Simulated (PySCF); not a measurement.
**Germanium: the same states on changed settings**

Aim: see what changed settings do to total energies and their difference. The change: radial step 1.2 in ln r (0.13 in the sound run), unsound on purpose. A sound run of the same states serves as the yardstick.

Program: PySCF 2.14.0. Level of theory: unrestricted determinants in a Gaussian basis, no spin-orbit coupling in the energies. These are calculated values, not measurements, unless marked.

### 1 What is computed

- Element: germanium (Z = 32)
- Basis: cc-pVTZ-PP with ECP10MDF (5s4p3d1f, 39 functions)
- Hamiltonian: scalar relativity through the core potential
- State 1: Ge⁺: [Ar] 3d10 4s2 4p1, 2P determinant
- State 2: Ge²⁺: [Ar] 3d10 4s2, closed-shell 1S
- Methods: UHF, BP86, LDA

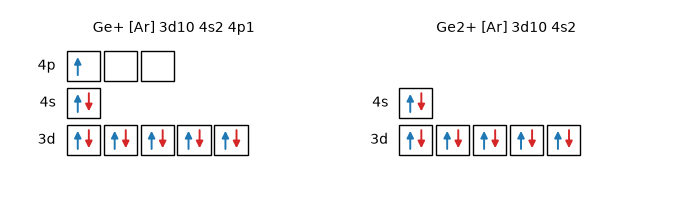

The shells outside the core, filled by Hund's rule for the drawing.

The sound run (cc-pVTZ-PP with ECP10, scalar relativity through the core potential, symmetry-adapted start, fine grid, valence correlation) gave:

```csv
species,method,energy (hartree)
Ge⁺,UHF,-293.08057
Ge⁺,BP86,-294.37461
Ge⁺,LDA,-293.76471
Ge⁺,MP2 (valence),-293.11811
Ge⁺,CCSD(T) (valence),-293.13260
Ge²⁺,UHF,-292.52030
Ge²⁺,BP86,-293.79294
Ge²⁺,LDA,-293.18368
Ge²⁺,MP2 (valence),-292.54916
Ge²⁺,CCSD(T) (valence),-292.56021
```

The runs were made by one driver on top of PySCF. The scripts below are equivalent inputs, written out for each run, and the logs come from the driver's own runs. The driver starts from symmetry-adapted Hartree-Fock orbitals, holds the occupation by maximum overlap and uses a logarithmic radial grid for functionals, so a plain start would take other cycles.

The driver's launch:

```console
$ OMP_NUM_THREADS=1 python atomrun2.py TASK.json OUT
```

The integrals over 39 functions and the set-up took 0.26 s of CPU time.

The grid is set inside the driver, so the scripts do not show it: radial step 1.2 in ln r (0.13 in the sound run).

### 2 Changed run, Ge⁺

**UHF**

File input.py:

```python
from pyscf import gto, scf, dft, mp, cc
import basis_set_exchange as bse
txt = bse.get_basis("cc-pVTZ-PP", elements=["Ge"], fmt="nwchem", header=False)
cut = txt.index("\nECP")
mol = gto.M(atom="Ge 0 0 0", charge=1, spin=1, symmetry="D2h",
            basis=gto.basis.parse(txt[:cut]),
            ecp={"Ge": gto.basis.parse_ecp(txt[cut:])})
mf = scf.UHF(mol)
mf.irrep_nelec = {'Ag': (4, 4), 'B1g': (1, 1), 'B2g': (1, 1), 'B3g': (1, 1), 'B1u': (1, 1), 'B2u': (2, 1), 'B3u': (1, 1)}
mf.kernel()
```

The program printed:

```text
damping factor = 0
level_shift factor = 0
DIIS = <class 'pyscf.scf.diis.CDIIS'>
diis_start_cycle = 1
diis_space = 10
diis_damp = 0
SCF conv_tol = 1e-09
SCF conv_tol_grad = None
number electrons alpha = 11  beta = 10
cycle= 1 E= -293.080059274854  delta_E= -0.00319  |g|= 0.0196  |ddm|= 0.068
cycle= 2 E= -293.080492529435  delta_E= -0.000433  |g|= 0.00748  |ddm|= 0.0269
cycle= 3 E= -293.080568173278  delta_E= -7.56e-05  |g|= 0.000434  |ddm|= 0.0202
cycle= 4 E= -293.080568469146  delta_E= -2.96e-07  |g|= 0.000107  |ddm|= 0.00317
cycle= 5 E= -293.080568480946  delta_E= -1.18e-08  |g|= 3.54e-05  |ddm|= 0.000547
cycle= 6 E= -293.080568482828  delta_E= -1.88e-09  |g|= 3.87e-06  |ddm|= 0.000247
cycle= 7 E= -293.080568482845  delta_E= -1.78e-11  |g|= 4.35e-07  |ddm|= 2.12e-05
converged SCF energy = -293.080568482845  <S^2> = 0.76028194  2S+1 = 2.0102556
```

Time after the integrals: 0.12 s (1 thread of Neoverse-V1, shared host).

Orbital energies by shell (radii are means over both spins):

```csv
shell,electrons,mean orbital energy (eV),spread (eV),rms radius (bohr)
3s α,1,-209.13,0,0.670
3s β,1,-209.01,0,0.670
3p α,3,-152.36,0.029,0.702
3p β,3,-152.22,0.495,0.702
3d α,5,-52.751,0.289,0.808
3d β,5,-52.663,0.496,0.808
4s α,1,-24.575,0,2.24
4s β,1,-22.272,0,2.24
4p α,1,-15.564,0,2.78
```

⟨S²⟩ = 0.760, ⟨L²⟩ = 2.03.

Energies and moments cover only the electrons outside the core potential.

**BP86**

input.py differs from the last one in:

```diff
@@ -7,3 +7,3 @@
             ecp={"Ge": gto.basis.parse_ecp(txt[cut:])})
-mf = scf.UHF(mol)
+mf = dft.UKS(mol, xc="B88,P86")
 mf.irrep_nelec = {'Ag': (4, 4), 'B1g': (1, 1), 'B2g': (1, 1), 'B3g': (1, 1), 'B1u': (1, 1), 'B2u': (2, 1), 'B3u': (1, 1)}
```

The program printed:

```text
damping factor = 0
level_shift factor = 0
DIIS = <class 'pyscf.scf.diis.CDIIS'>
diis_start_cycle = 1
diis_space = 10
diis_damp = 0
SCF conv_tol = 1e-09
SCF conv_tol_grad = None
number electrons alpha = 11  beta = 10
XC functionals = B88,P86
    A. D. Becke.,  Phys. Rev. A 38, 3098 (1988)
    J. P. Perdew.,  Phys. Rev. B 33, 8822 (1986)
cycle= 1 E= -289.753028802849  delta_E= -0.492  |g|= 1.18  |ddm|= 9.49
cycle= 2 E= -289.85717497699  delta_E= -0.104  |g|= 0.842  |ddm|= 2.08
cycle= 3 E= -289.990331658927  delta_E= -0.133  |g|= 0.00452  |ddm|= 1.27
cycle= 4 E= -289.990358154447  delta_E= -2.65e-05  |g|= 0.00108  |ddm|= 0.0689
cycle= 5 E= -289.990359728457  delta_E= -1.57e-06  |g|= 0.000224  |ddm|= 0.00881
cycle= 6 E= -289.99035982854  delta_E= -1e-07  |g|= 1.1e-05  |ddm|= 0.00167
cycle= 7 E= -289.990359828704  delta_E= -1.65e-10  |g|= 3.54e-07  |ddm|= 9.3e-05
converged SCF energy = -289.990359828704  <S^2> = 0.7691746  2S+1 = 2.0190836
```

Time after the integrals: 0.08 s (1 thread of Neoverse-V1, shared host).

Energies and moments cover only the electrons outside the core potential.

**LDA**

input.py differs from the last one in:

```diff
@@ -7,3 +7,3 @@
             ecp={"Ge": gto.basis.parse_ecp(txt[cut:])})
-mf = dft.UKS(mol, xc="B88,P86")
+mf = dft.UKS(mol, xc="LDA,VWN")
 mf.irrep_nelec = {'Ag': (4, 4), 'B1g': (1, 1), 'B2g': (1, 1), 'B3g': (1, 1), 'B1u': (1, 1), 'B2u': (2, 1), 'B3u': (1, 1)}
```

The program printed:

```text
damping factor = 0
level_shift factor = 0
DIIS = <class 'pyscf.scf.diis.CDIIS'>
diis_start_cycle = 1
diis_space = 10
diis_damp = 0
SCF conv_tol = 1e-09
SCF conv_tol_grad = None
number electrons alpha = 11  beta = 10
XC functionals = LDA,VWN
    P. A. M. Dirac.,  Math. Proc. Cambridge Philos. Soc. 26, 376 (1930)
    F. Bloch.,  Z. Phys. 57, 545 (1929)
    S. H. Vosko, L. Wilk, and M. Nusair.,  Can. J. Phys. 58, 1200 (1980)
cycle= 1 E= -288.819853753624  delta_E= -0.462  |g|= 1.37  |ddm|= 8.81
cycle= 2 E= -288.950487941816  delta_E= -0.131  |g|= 0.975  |ddm|= 2.42
cycle= 3 E= -289.128362741691  delta_E= -0.178  |g|= 0.00662  |ddm|= 1.47
cycle= 4 E= -289.128384935595  delta_E= -2.22e-05  |g|= 0.00112  |ddm|= 0.0816
cycle= 5 E= -289.128385696422  delta_E= -7.61e-07  |g|= 0.000106  |ddm|= 0.00848
cycle= 6 E= -289.128385712122  delta_E= -1.57e-08  |g|= 9.96e-06  |ddm|= 0.000874
cycle= 7 E= -289.1283857123  delta_E= -1.78e-10  |g|= 4.86e-07  |ddm|= 9e-05
converged SCF energy = -289.1283857123  <S^2> = 0.76138919  2S+1 = 2.0113569
```

It took 0.06 s on 1 thread of Neoverse-V1, shared host, the integrals not counted.

Energies and moments cover only the electrons outside the core potential.

### 3 Changed run, Ge²⁺

**UHF**

File input.py:

```python
from pyscf import gto, scf, dft, mp, cc
import basis_set_exchange as bse
txt = bse.get_basis("cc-pVTZ-PP", elements=["Ge"], fmt="nwchem", header=False)
cut = txt.index("\nECP")
mol = gto.M(atom="Ge 0 0 0", charge=2, spin=0, symmetry="D2h",
            basis=gto.basis.parse(txt[:cut]),
            ecp={"Ge": gto.basis.parse_ecp(txt[cut:])})
mf = scf.UHF(mol)
mf.irrep_nelec = {'Ag': (4, 4), 'B1g': (1, 1), 'B2g': (1, 1), 'B3g': (1, 1), 'B1u': (1, 1), 'B2u': (1, 1), 'B3u': (1, 1)}
mf.kernel()
```

The program printed:

```text
damping factor = 0
level_shift factor = 0
DIIS = <class 'pyscf.scf.diis.CDIIS'>
diis_start_cycle = 1
diis_space = 10
diis_damp = 0
SCF conv_tol = 1e-09
SCF conv_tol_grad = None
number electrons alpha = 10  beta = 10
cycle= 1 E= -292.520297810596  delta_E= -8.58e-12  |g|= 8.1e-07  |ddm|= 1.15e-05
converged SCF energy = -292.520297810596  <S^2> = -1.0658141e-14  2S+1 = 1
```

Time after the integrals: 0.08 s (1 thread of Neoverse-V1, shared host).

The occupied shells:

```csv
shell,electrons,mean orbital energy (eV),spread (eV),rms radius (bohr)
3s,2,-219.92,0,0.670
3p,6,-163.10,0,0.702
3d,10,-63.533,0,0.804
4s,2,-32.445,0,2.13
```

⟨S²⟩ = 0.000, ⟨L²⟩ = 0.00.

Energies and moments cover only the electrons outside the core potential.

**BP86**

input.py differs from the last one in:

```diff
@@ -7,3 +7,3 @@
             ecp={"Ge": gto.basis.parse_ecp(txt[cut:])})
-mf = scf.UHF(mol)
+mf = dft.UKS(mol, xc="B88,P86")
 mf.irrep_nelec = {'Ag': (4, 4), 'B1g': (1, 1), 'B2g': (1, 1), 'B3g': (1, 1), 'B1u': (1, 1), 'B2u': (1, 1), 'B3u': (1, 1)}
```

The program printed:

```text
damping factor = 0
level_shift factor = 0
DIIS = <class 'pyscf.scf.diis.CDIIS'>
diis_start_cycle = 1
diis_space = 10
diis_damp = 0
SCF conv_tol = 1e-09
SCF conv_tol_grad = None
number electrons alpha = 10  beta = 10
XC functionals = B88,P86
    A. D. Becke.,  Phys. Rev. A 38, 3098 (1988)
    J. P. Perdew.,  Phys. Rev. B 33, 8822 (1986)
cycle= 1 E= -289.020404068571  delta_E= -0.352  |g|=  1.1  |ddm|= 4.98
cycle= 2 E= -289.10533627047  delta_E= -0.0849  |g|= 0.785  |ddm|= 1.62
cycle= 3 E= -289.21937036307  delta_E= -0.114  |g|= 0.0036  |ddm|= 1.07
cycle= 4 E= -289.219374400586  delta_E= -4.04e-06  |g|= 0.000256  |ddm|= 0.0318
cycle= 5 E= -289.219374418685  delta_E= -1.81e-08  |g|= 1.86e-05  |ddm|= 0.00075
cycle= 6 E= -289.219374418759  delta_E= -7.46e-11  |g|= 6.55e-08  |ddm|= 3.97e-05
converged SCF energy = -289.219374418759  <S^2> = -1.0658141e-14  2S+1 = 1
```

It took 0.07 s on 1 thread of Neoverse-V1, shared host, the integrals not counted.

Energies and moments cover only the electrons outside the core potential.

**LDA**

input.py differs from the last one in:

```diff
@@ -7,3 +7,3 @@
             ecp={"Ge": gto.basis.parse_ecp(txt[cut:])})
-mf = dft.UKS(mol, xc="B88,P86")
+mf = dft.UKS(mol, xc="LDA,VWN")
 mf.irrep_nelec = {'Ag': (4, 4), 'B1g': (1, 1), 'B2g': (1, 1), 'B3g': (1, 1), 'B1u': (1, 1), 'B2u': (1, 1), 'B3u': (1, 1)}
```

The program printed:

```text
damping factor = 0
level_shift factor = 0
DIIS = <class 'pyscf.scf.diis.CDIIS'>
diis_start_cycle = 1
diis_space = 10
diis_damp = 0
SCF conv_tol = 1e-09
SCF conv_tol_grad = None
number electrons alpha = 10  beta = 10
XC functionals = LDA,VWN
    P. A. M. Dirac.,  Math. Proc. Cambridge Philos. Soc. 26, 376 (1930)
    F. Bloch.,  Z. Phys. 57, 545 (1929)
    S. H. Vosko, L. Wilk, and M. Nusair.,  Can. J. Phys. 58, 1200 (1980)
cycle= 1 E= -288.111890560577  delta_E= -0.336  |g|= 1.28  |ddm|= 4.56
cycle= 2 E= -288.218507517086  delta_E= -0.107  |g|= 0.912  |ddm|= 1.97
cycle= 3 E= -288.371641058125  delta_E= -0.153  |g|= 0.00731  |ddm|=  1.2
cycle= 4 E= -288.371652969002  delta_E= -1.19e-05  |g|= 0.000557  |ddm|= 0.0378
cycle= 5 E= -288.371653057585  delta_E= -8.86e-08  |g|= 3.71e-05  |ddm|= 0.00152
cycle= 6 E= -288.371653058018  delta_E= -4.33e-10  |g|= 8.84e-07  |ddm|= 0.000116
converged SCF energy = -288.371653058018  <S^2> = -3.5527137e-15  2S+1 = 1
```

Time after the integrals: 0.05 s (1 thread of Neoverse-V1, shared host).

Energies and moments cover only the electrons outside the core potential.

### 4 What moved

```csv
species,method,converged,energy less sound run (eV)
Ge⁺,UHF,yes,+0.0000
Ge⁺,BP86,yes,+119.3017
Ge⁺,LDA,yes,+126.1609
Ge²⁺,UHF,yes,+0.0000
Ge²⁺,BP86,yes,+124.4532
Ge²⁺,LDA,yes,+130.9418
```

Ionisation energy of Ge⁺:

```csv
method,sound run (eV),changed run (eV),shift (eV)
UHF,15.246,15.246,+0.000
BP86,15.828,20.980,+5.152
LDA,15.811,20.592,+4.781
```

### 5 Results

```
                                 quantity                                            value
                                   change  radial step 1.2 in ln r (0.13 in the sound run)
                           runs converged                                           6 of 6
largest shift of a converged total energy                                           131 eV
   largest shift of the ionisation energy                                 +5.152 eV (BP86)
```

In words: The ionisation energy moves by up to 5.15 eV, at BP86. A coarse radial grid mis-integrates the density and the exchange-correlation energy, with errors of either sign; Hartree-Fock needs no grid. The setting is unsound on purpose, so these numbers are no properties of the atom.
